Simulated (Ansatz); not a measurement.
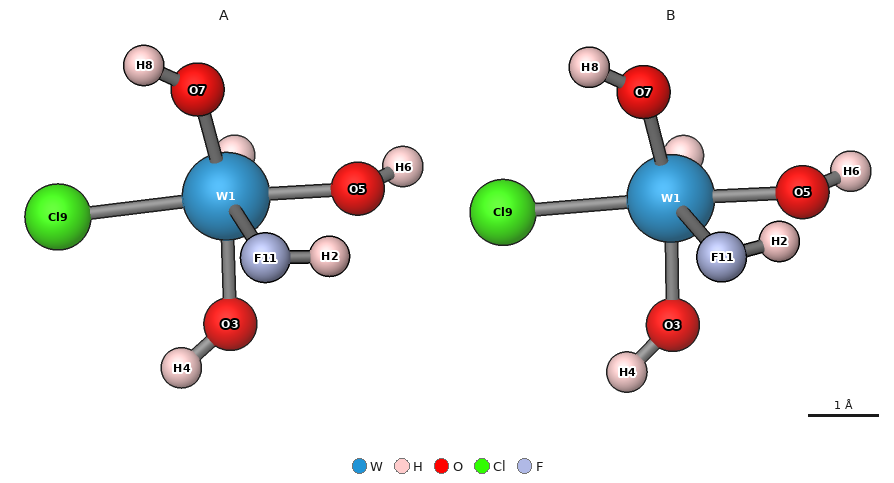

Two geometries of WH₅O₃ClF (multiplicity 2), drawn at one scale. One is the start of a relaxation, the other its converged end. Style: ball-and-stick. Shown at a tilt.

Level of theory: Ansatz, UHF/def2-SVP. (collinear spin; force threshold 0.03 eV/Å; at most 50 steps)

Question: Which one is relaxed?

Answer: Structure B is the relaxed one. The run prepares an end point of a later path (reaction) calculation, from a guessed geometry. After 7 accepted moves (10 points after the start) the energy has fallen by 4.05 kJ/mol. The largest force component goes from 0.93 to 0.027 eV/Å. The line search rejected the trial steps at points 1, 6, 7 of the run. An H atom moves most after the best rigid fit: 0.31 Å. By element the largest moves are H 0.31 Å, F 0.14 Å, O 0.11 Å, Cl 0.10 Å, W 0.05 Å. Some distances before and after: F–W 2.649 → 2.683 Å, O–W 1.921 → 1.934 Å, O–W 1.858 → 1.849 Å, F–H 0.926 → 0.917 Å. Among the angles between lasting bonds that change: W–F–H 97.5° → 81.3°, Cl–W–F 103.8° → 110.1°, O–W–F 70.2° → 64.5°.

Limits of the set-up: Hartree-Fock leaves out electron correlation.
